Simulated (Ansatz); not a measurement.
# A low-energy model for SrNbO3 (cubic perovskite) (Pm-3m): bands, U and J

How strongly is the local Coulomb interaction screened in SrNbO3 (cubic perovskite) (Pm-3m)?

Main program and level: Ansatz 0.2.0; non-magnetic LDA, then constrained RPA, plane waves, PAW.

## 1. Starting point

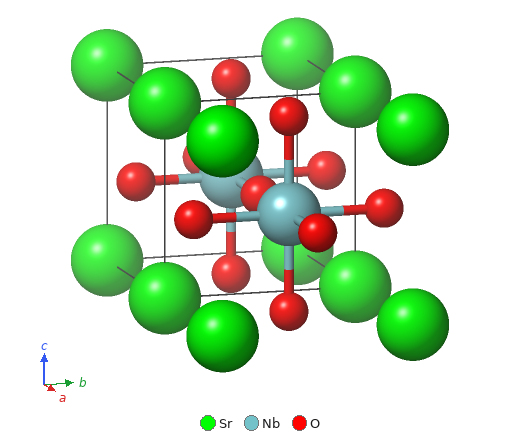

Start, viewed slightly off an axis; strontium green, niobium teal, oxygen red. 2×1×1 cells are drawn. Some periodic images of atoms are drawn too.

The structure was relaxed with LDA. The structure type comes from a generator and need not be one that this composition takes. The structure was generated from a model, not taken from a measurement. The runs that relaxed it are not among those shown. The program's search for lower electronic states was switched off, so nothing shows that the state found is the lowest. The default PAW set here is soft_2. Its files were made with PBE.

## 2. LDA bands and orbital weights

This step: DFT, LDA, plane waves, PAW.

The input, input.yaml:

```yaml
crystal:
  lattice:
    - [0.0, -3.98521224, 0.0]
    - [0.0, 0.0, 3.98521224]
    - [-3.98521224, 0.0, 0.0]
  atoms:
    - { symbol: Sr, position: [0.0, 0.0, 0.0] }
    - { symbol: Nb, position: [0.5, 0.5, 0.5] }
    - { symbol: O, position: [0.5, 0.5, 0.0] }
    - { symbol: O, position: [0.5, 0.0, 0.5] }
    - { symbol: O, position: [0.0, 0.5, 0.5] }
kpoints:
  mp_grid: { grid: [6, 6, 6] }
  band_path:
    path:
      - [[0.0, 0.0, 0.0], [0.0, 0.5, 0.0], [0.5, 0.5, 0.0], [0.0, 0.0, 0.0], [0.5, 0.5, 0.5], [0.0, 0.5, 0.0]]
      - [[0.5, 0.5, 0.5], [0.5, 0.5, 0.0]]
    npoints: 10
hamiltonian:
  xc: lda
scf:
  occupations: { method: gaussian, width: 0.08 }
  n_extra_bands: 19
  max_iter: 150
  lower_state_search: "off"
output:
  eigenvalues: true
  forces: true
  stress: true
  fatbands: true
  write_density: true
  write_potential: true
  elf: true
  volumetric_format: npy
```

Command:

```console
ansatz run input.yaml --threads 4 --pin off --max-ram 14745MiB --backend cpu --events-out ev --progress --plain --runs-dir out
```

Numbers of over 12 decimals in the logs are rounded to 6 here.

Output:

```text
scf.n_extra_bands = 19 over 21 filled bands (N_el = 41.0): the run solves 40 bands
Engine: ansatz 0.2.0, aarch64-unknown-linux-gnu
Pseudopotentials: kind: paw
Pseudopotential: Sr, paw, valence charge 10, recommended cutoff 420 eV (normal), Sr.paw.azcp
Pseudopotential: Nb, paw, valence charge 13, recommended cutoff 420 eV (normal), Nb.paw.azcp
Pseudopotential: O, paw, valence charge 6, recommended cutoff 420 eV (normal), O.paw.azcp
Functional definition: SPW92
  exchange = slater_x
  correlation = pw_c
Crystal: 5 atoms, lattice volume = 63.293 Å³
Basis set: ecut = 420 eV, 1237 PW (Γ)
Bands: 40, of which v1, the nominal top of the filled ones, is band 21 counted from 1 (20 counted from 0)
Symmetry: 48 space group operations
Space group: Pm-3m (ITA 221), of the structure as read, at distance tolerance 4.0e-5 Å
k-points: 20 of 216
Non-local potential: Sr, projectors of the file, l = 0: 3, l = 1: 2, l = 2: 2
Non-local potential: Nb, projectors of the file, l = 0: 3, l = 1: 2, l = 2: 2, l = 3: 1
Non-local potential: O, projectors of the file, l = 0: 2, l = 1: 2, l = 2: 1
PAW form: soft (Blöchl's): semilocal exchange-correlation on the pseudo side does not see the compensation charge
PAW frozen core: Sr, regenerated for the run's functional, and the local potential with it (the file was generated under x = pbe(κ = 0.804, μ = 0.219515), c = pbe(β = 0.066725))
PAW frozen core: Nb, regenerated for the run's functional, and the local potential with it (the file was generated under x = pbe(κ = 0.804, μ = 0.219515), c = pbe(β = 0.066725))
PAW frozen core: O, regenerated for the run's functional, and the local potential with it (the file was generated under x = pbe(κ = 0.804, μ = 0.219515), c = pbe(β = 0.066725))
PAW one-centre angular grid: Sr, 110 points (default); XC on 64 Gauss nodes
PAW one-centre angular grid: Nb, 590 points (default); XC on 64 Gauss nodes
PAW one-centre angular grid: O, 110 points (default); XC on 64 Gauss nodes
Initial density: superposition of atomic densities (neutral atoms: chi_scale 0, normalization atom), corrected by the library's trained network
Initial wavefunctions: pseudopotential atomic-orbital guess
Functional: x = slater, c = lda
SCF iter   1: F=—  HF=-9560.088160 eV  |F-HF|=—  |Δ(HF+E_count)|=         —  Δρ=1.70e-2  dr2=1.60e-1  ethr=1.77e-3  ⟨swp⟩=7.8  Hψ=4270  notcnv=0  defer=138
preconditioner: auto → Kerker (q_TF=auto, 2.538 Å⁻¹)  [metal: Δε(μ)=0.064 eV  Ē_g=18.959 eV  σ=0.080 eV  W_gap=0.41  n_scr=18 (ndim 8)  ℏωp=26.0 eV  f_vac=0.000  D(μ)=1.70/eV (n_scr^D=6)]
SCF iter   2: F=—  HF=-9560.059067 eV  |F-HF|=—  |Δ(HF+E_count)|=   2.91e-2  Δρ=8.65e-3  dr2=4.82e-2  ethr=3.91e-4  ⟨swp⟩=1.5  Hψ=989  notcnv=0  defer=197
SCF iter   3: F=—  HF=-9560.047036 eV  |F-HF|=—  |Δ(HF+E_count)|=   1.20e-2  Δρ=1.27e-3  dr2=8.84e-4  ethr=1.17e-4  ⟨swp⟩=2.0  Hψ=826  notcnv=0  defer=197
SCF iter   4: F=—  HF=-9560.046777 eV  |F-HF|=—  |Δ(HF+E_count)|=   2.59e-4  Δρ=3.65e-4  dr2=1.74e-4  ethr=2.16e-6  ⟨swp⟩=2.1  Hψ=871  notcnv=0  defer=197
SCF iter   5: F=—  HF=-9560.046725 eV  |F-HF|=—  |Δ(HF+E_count)|=   5.21e-5  Δρ=1.35e-4  dr2=2.32e-5  ethr=4.25e-7  ⟨swp⟩=2.0  Hψ=725  notcnv=0  defer=197
SCF iter   6: F=—  HF=-9560.046716 eV  |F-HF|=—  |Δ(HF+E_count)|=   8.25e-6  Δρ=2.75e-5  dr2=7.77e-7  ethr=5.66e-8  ⟨swp⟩=2.4  Hψ=845  notcnv=0  defer=201
SCF iter   7: F=-9560.046716 eV  HF=-9560.046716 eV  |F-HF|=4.00e-11  |Δ(HF+E_count)|=   2.48e-7  Δρ=4.22e-6  dr2=8.29e-9  ethr=2.44e-10  ⟨swp⟩=17.7  Hψ=6479  notcnv=0
SCF 1 converged in 7 iterations: F = -9560.046716 eV  dr2 = 8.29e-9
  greatest PAW one-centre occupation: 0.997 electrons in one spin orbital (limit 2), on the Nb atom at site 1 (counted from 0), in its partial waves of l = 0
NSCF: frozen V_eff on 62 k-points
SCF converged after 7 iterations
Free energy (F): -9560.046716 eV
Harris-Foulkes:  -9560.046716 eV  (|F-HF|=4.00e-11)
Internal energy: -9560.041004 eV  (E = F + TS)
E sigma→0 (E₀):  -9560.043860 eV
Entropy (-TS):   -0.005712 eV (-1.142 meV/atom)
Fermi energy:    13.735755 eV
--- Per-component energies (eV) ---
  E_band       = -152.875980
  E_kinetic    = 1169.968913
  E_local      = -2405.707919  (includes V_loc(G=0)·N_el)
  E_nonlocal   = 476.627544
  E_hartree    = 764.260689
  E_xc         = -566.774371
  E_vxc        = -658.401636  (∫ρ·V_xc dr)
  E_paw        = -6002.961877  (= ΣΔE_a)
  E_vpaw       = -263.892818  (= ΣTr[D̂ρ^β])
  E_aug_tail   = 0.007500  (compensation charges beyond the density's cutoff)
  E_ewald      = -2996.472078
  E_core_change = 1.010594  (= ΣΔE_core)
  E_smearing   = -0.005712  (= −TS)
  E_closure    = -0.000000  (closes the sum)
  Σ components = -9560.046716   (vs F -9560.046716, Δ=0.00e0)
--- Forces (eV/Å), atoms counted from 1 ---
  atom   1  Sr    -0.00000000     0.00000000     0.00000000
  atom   2  Nb    -0.00000000     0.00000000    -0.00000000
  atom   3  O     -0.00000000    -0.00000000     0.00000000
  atom   4  O     -0.00000000     0.00000000     0.00000000
  atom   5  O     -0.00000000     0.00000000     0.00000000
  max |Σ_I F_I| component: 7.80e-29 eV/Å
--- Stress (GPa, compression-positive) ---
        0.005088       0.000000      -0.000000
        0.000000       0.005088       0.000000
        0.000000       0.000000       0.005088
  P = ⅓ Tr σ = 0.0051 GPa (0.051 kbar)
--- Band table (eV; the first three rows and the last of 20) ---
  k-point 0: bands = [... 17 lower, 9.7015, 9.7015, 9.7015, 12.5183, 12.5183, 12.5183, 15.3451, 15.3451, ... 15 higher]
  k-point 1: bands = [... 17 lower, 8.8516, 9.6062, 9.6062, 12.5922, 13.2635, 13.2635, 15.7470, 15.7948, ... 15 higher]
  k-point 2: bands = [... 17 lower, 8.3298, 9.5193, 9.5193, 12.7524, 14.6263, 14.6263, 16.6366, 16.6990, ... 15 higher]
  k-point 19: bands = [... 17 lower, 10.0832, 10.0832, 10.0832, 16.6912, 16.6912, 16.6912, 16.7657, 16.7657, ... 15 higher]
```

Wall time 2.8 s (4 threads of Arm Neoverse V1, shared host); peak memory 0.37 GiB; 10 s of CPU time.

The column dr2 measures how far the density is from self-consistency, as an energy; F and HF (Harris–Foulkes) agree once it is small.

This step gave:

| Item | Value |
| --- | --- |
| pressure | 0.005088 GPa |

The electronic bands at the labelled points (eV, zero at the Fermi level):

```csv
point,band 17,band 18,band 19,band 20,band 21,band 22,band 23,band 24
Γ,-4.82,-4.03,-4.03,-4.03,-1.22,-1.22,-1.22,1.61
X,-5.90,-5.57,-4.24,-4.24,-0.90,1.61,1.61,3.37
M,-5.19,-5.19,-4.69,-3.73,1.65,1.65,2.51,3.60
Γ,-4.82,-4.03,-4.03,-4.03,-1.22,-1.22,-1.22,1.61
R,-7.55,-3.65,-3.65,-3.65,2.96,2.96,2.96,3.03
X,-5.90,-5.57,-4.24,-4.24,-0.90,1.61,1.61,3.37
jump to R,-7.55,-3.65,-3.65,-3.65,2.96,2.96,2.96,3.03
M,-5.19,-5.19,-4.69,-3.73,1.65,1.65,2.51,3.60
```

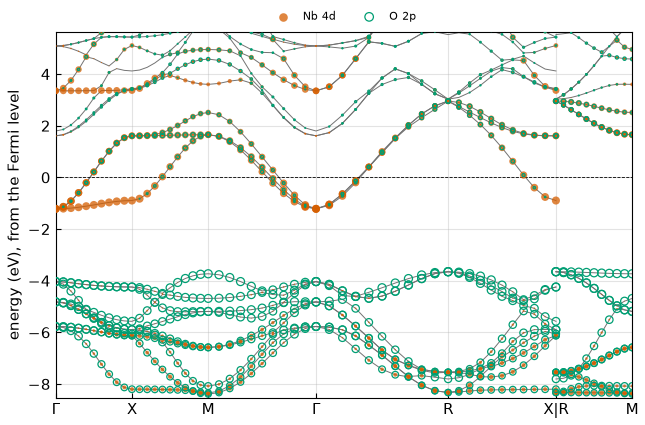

Electronic bands along the path; dots are coloured as in the legend, and their area grows with the weight.

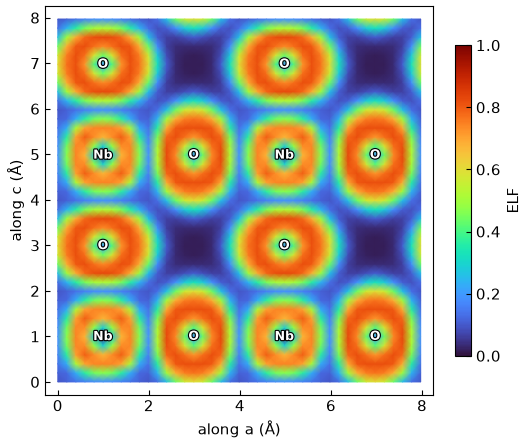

ELF in the ac plane at fractional y = 0.500, with atoms of Nb and O within 0.2 Å of it. It is the smooth field of the valence electrons, not physical close to the nuclei. The map starts off the cell's origin, so that atoms lie inside it.

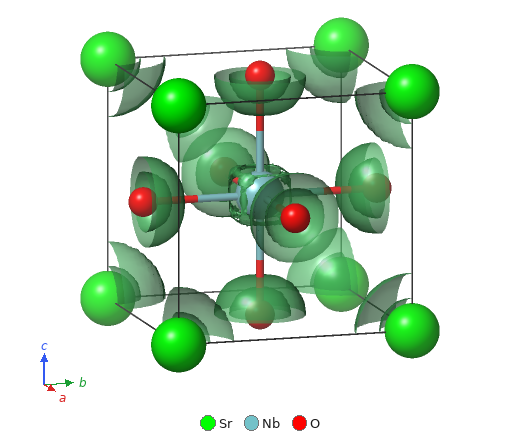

Surface of ELF = 0.79.

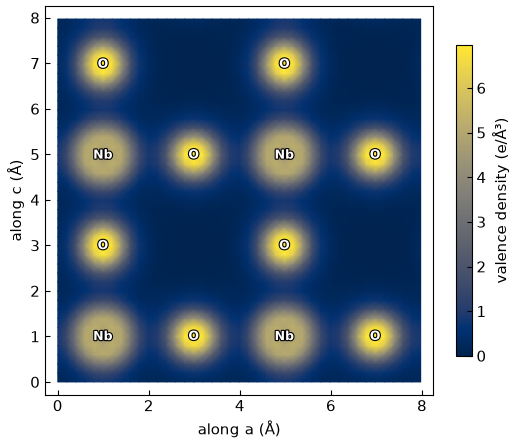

Valence density in the ac plane at fractional y = 0.500, with atoms of Nb and O within 0.2 Å of it. It is the smooth field of the valence electrons, not physical close to the nuclei. The map starts off the cell's origin, so that atoms lie inside it.

## 3. Constrained RPA: Nb t2g, bands v1 to c2, 6×6×6 mesh, medium accuracy

Constrained RPA screens the interaction with every transition except those inside the target bands, which a later many-body model would treat itself.

This step: constrained RPA on LDA, plane waves, PAW.

input.yaml, the sections that differ from step 2:

```yaml
kpoints:
  mp_grid: { grid: [6, 6, 6] }
output:
  crpa:
    kmesh: [6, 6, 6]
    target_bands: [v1, c2]
    projections: [{ species: Nb, l: d, shell: 4, orbitals: [dxz, dyz, dxy] }]
  local_orbitals:
    kmesh: [6, 6, 6]
    orbitals: [{ species: Nb, l: d, shell: 4, orbitals: [dxz, dyz, dxy] }]
    window: { bands: [v1, c2] }
    seedname: lo
# crystal, hamiltonian, scf: as in step 2
```

Output:

```text
[...]
Crystal: 5 atoms, lattice volume = 63.293 Å³
Basis set: ecut = 420 eV, 1237 PW (Γ)
Bands: 40, of which v1, the nominal top of the filled ones, is band 21 counted from 1 (20 counted from 0)
Symmetry: 48 space group operations
[...]
k-points: 20 of 216
[...]
SCF iter   1: F=—  HF=-9560.088163 eV  |F-HF|=—  |Δ(HF+E_count)|=         —  Δρ=1.70e-2  dr2=1.60e-1  ethr=1.77e-3  ⟨swp⟩=7.8  Hψ=4270  notcnv=0  defer=138
[...]
SCF iter   7: F=-9560.046716 eV  HF=-9560.046716 eV  |F-HF|=6.18e-11  |Δ(HF+E_count)|=   2.48e-7  Δρ=4.20e-6  dr2=8.33e-9  ethr=2.44e-10  ⟨swp⟩=11.2  Hψ=4112  notcnv=0
SCF 1 converged in 7 iterations: F = -9560.046716 eV  dr2 = 8.33e-9
[...]
NSCF: frozen V_eff on 23 k-points
[...]
cRPA screening: q 1/216
cRPA screening: q 2/216
cRPA screening: q 8/216 (q-point 3)
cRPA screening: q 14/216 (q-point 4)
cRPA screening: q 17/216 (q-point 8)
cRPA screening: q 29/216 (q-point 9)
cRPA screening: q 53/216 (q-point 10)
cRPA screening: q 65/216 (q-point 15)
cRPA screening: q 77/216 (q-point 16)
cRPA screening: q 89/216 (q-point 22)
cRPA screening: q 92/216 (q-point 44)
cRPA screening: q 100/216 (q-point 45)
cRPA screening: q 124/216 (q-point 46)
cRPA screening: q 136/216 (q-point 51)
cRPA screening: q 160/216 (q-point 52)
cRPA screening: q 184/216 (q-point 58)
cRPA screening: q 190/216 (q-point 87)
cRPA screening: q 198/216 (q-point 88)
cRPA screening: q 210/216 (q-point 94)
cRPA screening: q 216/216 (q-point 130)
SCF converged after 7 iterations
Free energy (F): -9560.046716 eV
[...]
Internal energy: -9560.041004 eV  (E = F + TS)
E sigma→0 (E₀):  -9560.043860 eV
Entropy (-TS):   -0.005712 eV (-1.142 meV/atom)
Fermi energy:    13.735755 eV
[...]
--- Band table (eV; the first three rows and the last of 20) ---
  k-point 0: bands = [... 17 lower, 9.7015, 9.7015, 9.7015, 12.5183, 12.5183, 12.5183, 15.3451, 15.3451, ... 15 higher]
  k-point 1: bands = [... 17 lower, 8.8516, 9.6062, 9.6062, 12.5922, 13.2635, 13.2635, 15.7470, 15.7948, ... 15 higher]
  k-point 2: bands = [... 17 lower, 8.3298, 9.5193, 9.5193, 12.7524, 14.6263, 14.6263, 16.6366, 16.6990, ... 15 higher]
  k-point 19: bands = [... 17 lower, 10.0832, 10.0832, 10.0832, 16.6912, 16.6912, 16.6912, 16.7657, 16.7657, ... 15 higher]
--- cRPA (band scheme, projected local orbitals): target bands 21..23 (1-based), 3 Wannier function(s), 6×6×6 mesh, 46 bands' worth read of 51 solved, ecut_chi 136.0 eV, v(q+G=0) probe_charge, pair densities all_electron ---
  bands read: the sum over 46 bands ends inside a degenerate multiplet in 16 slots, whose members it reads at an even weight; the widest, k=0: bands 45 to 47 (counted from 1) at 2/3 each
  χ-basis size per q: N_G = 208..251
  window electrons = 1.0000, filled by tetrahedron_uncorrected; constrained ε̄⁻¹(q = 0, 0) head = 0.218964; min gauge Gram eig = 0.4906
  Kanamori averages over each shell's own Wannier functions (sites counted from 0, functions from 1):
    Site 1, 4D, 3 of 5 d orbitals (Wannier functions 1, 2, 3; wannier90's mr 2, 3, 5):
      screened: U = 2.9240 eV, U' = 2.3897 eV, J = 0.2698 eV
      screened, to within: U = 3.7e-3 eV, U' = 3.7e-3 eV, J = 4.2e-4 eV
      bare: V = 10.5712 eV, V' = 9.7888 eV, J = 0.3732 eV
  Hermiticity witness max|P − P†| over intra, direct and exchange elements: 1.78e-15 eV (screened), 9.65e-20 eV (bare)
  Reality witness max|Im| over intra, direct and exchange elements: 5.72e-19 eV (screened), 1.43e-18 eV (bare)
```

Wall time 2.2 min (4 threads); peak memory 0.74 GiB.

This step gave:

| Property | Result |
| --- | --- |
| U | 2.924 eV |
| U prime (inter-orbital) | 2.390 eV |
| J | 0.2698 eV |
| bare V | 10.57 eV |
| bare J | 0.3732 eV |
| stated bound on U | 0.003609 eV |
| U over bare V | 0.2766 |
| electrons in the window | 1.0000 |
| head of the constrained inverse dielectric matrix | 0.2190 |
| least eigenvalue of the projection's overlap | 0.4906 |
| target functions | 3 |
| bands in the sums | 46 |
| r.m.s. miss of the model bands | 0.02312 eV |
| width of the target bands | 4.173 eV |
| weight of the projected orbitals in the window | 0.7050 |

On the Nb t2g shell, screening brings the on-site interaction from 10.6 eV down to U = 2.92 eV.

Kanamori averages over each shell's functions. Crpa shells, by row:

```
site  element  shell  orbitals  U (eV)  U' (eV)  J (eV)  bare V (eV)  bare V' (eV)  bare J (eV)  bound on U (eV)
   2       Nb     4D         3   2.924     2.39  0.2698        10.57         9.789       0.3732         0.003609
```

Density-density elements U_iijj, eV. U matrix, by row:

```
orbital  Nb2 dxz  Nb2 dyz  Nb2 dxy
Nb2 dxz    2.924     2.39     2.39
Nb2 dyz     2.39    2.924     2.39
Nb2 dxy     2.39     2.39    2.924
```

Exchange elements U_ijji, eV. J matrix, by row:

| orbital | Nb2 dxz | Nb2 dyz | Nb2 dxy |
| --- | --- | --- | --- |
| Nb2 dxz | - | 0.27 | 0.27 |
| Nb2 dyz | 0.27 | - | 0.27 |
| Nb2 dxy | 0.27 | 0.27 | - |

Projected local orbitals of the target window. The electronic bands at the labelled points (eV, zero at the Fermi level; # counts the bands kept):

| point | #1 | #2 | #3 |
| --- | --- | --- | --- |
| Γ | -1.22 | -1.22 | -1.22 |
| X | -0.90 | 1.61 | 1.61 |
| M | 1.65 | 1.65 | 2.51 |
| Γ | -1.22 | -1.22 | -1.22 |
| R | 2.96 | 2.96 | 2.96 |
| X | -0.90 | 1.61 | 1.61 |
| jump to R | 2.96 | 2.96 | 2.96 |
| M | 1.65 | 1.65 | 2.51 |

The same for Kohn-Sham, solved directly:

```csv
point,#1,#2,#3
Γ,-1.22,-1.22,-1.22
X,-0.90,1.61,1.61
M,1.65,1.65,2.51
Γ,-1.22,-1.22,-1.22
R,2.96,2.96,2.96
X,-0.90,1.61,1.61
R,2.96,2.96,2.96
M,1.65,1.65,2.51
```

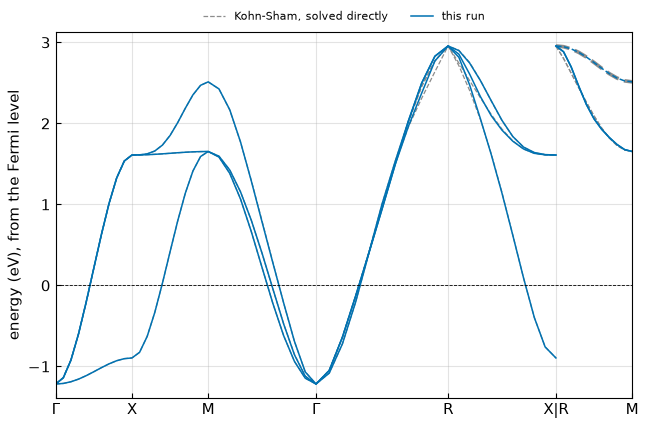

Electronic bands along the path; dashed: Kohn-Sham, solved directly.

Onsite levels, by row:

```csv
orbital,level less Fermi level (eV)
Nb2 dxz,1.118
Nb2 dyz,1.118
Nb2 dxy,1.118
```

Largest distinct elements between sites. Hoppings, by row:

```csv
from,to,cell,distance (Å),t (eV)
Nb2 dxy,Nb2 dxy,-1 0 0,3.985,-0.439
Nb2 dyz,Nb2 dyz,-1 -1 0,5.636,-0.1006
Nb2 dyz,Nb2 dyz,0 0 1,3.985,-0.0612
Nb2 dyz,Nb2 dyz,2 0 0,7.97,0.0344
Nb2 dyz,Nb2 dyz,-1 -2 0,8.911,-0.0143
Nb2 dxz,Nb2 dxz,1 -1 -1,6.903,-0.0079
Nb2 dyz,Nb2 dxy,0 1 -1,5.636,0.0067
Nb2 dxy,Nb2 dxz,1 1 -2,9.762,-0.006
Nb2 dxz,Nb2 dxz,0 0 -3,11.96,-0.0055
Nb2 dyz,Nb2 dyz,-2 -2 0,11.27,-0.0049
Nb2 dxy,Nb2 dxy,-2 1 0,8.911,0.0044
Nb2 dxy,Nb2 dyz,-1 1 -1,6.903,0.0029
```

[end of part 1 of 2]

[Paths, hosts, dates, memory and timing lines, banners, echoed tables and standing remarks are left out of the program output.]

[Logs are printed without paths, hosts, clocks, repeated set-up lines and the standing remarks that a program may print on its own settings, such as how far it seeks lower states.]

[Runs of the session that timed out or met a known fault of the program may be left out.]

[Hosts, paths, dates, database ids (printed as entryN), source tags and the programs' standing remarks are cut or masked in the printed files.]
